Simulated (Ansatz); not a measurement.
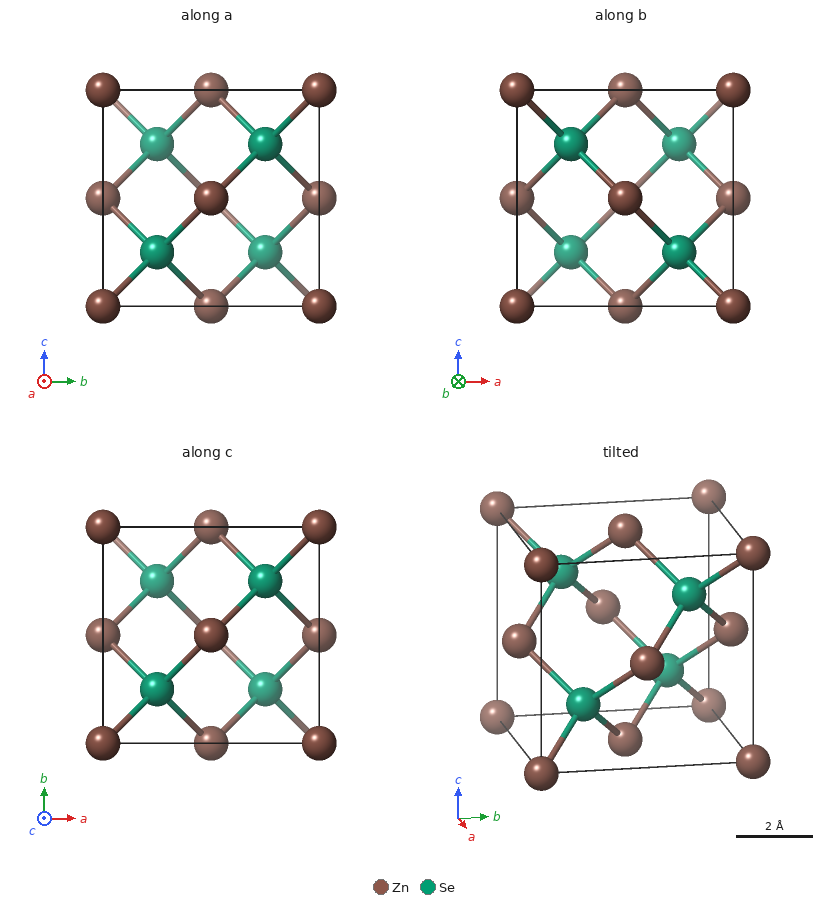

Ball-and-stick representation of a periodic structure, projected along the a axis, along the b axis, along the c axis and slightly off an axis. Thin lines show the conventional unit cell, with boundary atoms drawn in all their periodic places.

Lattice parameters: a = 5.695 Å, b = 5.695 Å, c = 5.695 Å, α = 90.00°, β = 90.00°, γ = 90.00°. Put a along x and b in the xy plane.

Question: Give the structure in the form of a POSCAR file.

Answer:
```
Zn Se
1.0
     5.695    0.000    0.000
     0.000    5.695    0.000
     0.000    0.000    5.695
Zn Se
4 4
Direct
  0.0000 0.0000 0.0000
  0.0000 0.5000 0.5000
  0.5000 0.0000 0.5000
  0.5000 0.5000 0.0000
  0.2500 0.2500 0.7500
  0.2500 0.7500 0.2500
  0.7500 0.2500 0.2500
  0.7500 0.7500 0.7500
```

The starting point was a structure type filled with these elements by a generator (whether the compound takes this form wasn't checked). Earlier steps of the study, as a rule a relaxation of our own, may have changed the cell and positions, so they can lie some per cent off the listed ones. It went into a calculation with Ansatz.
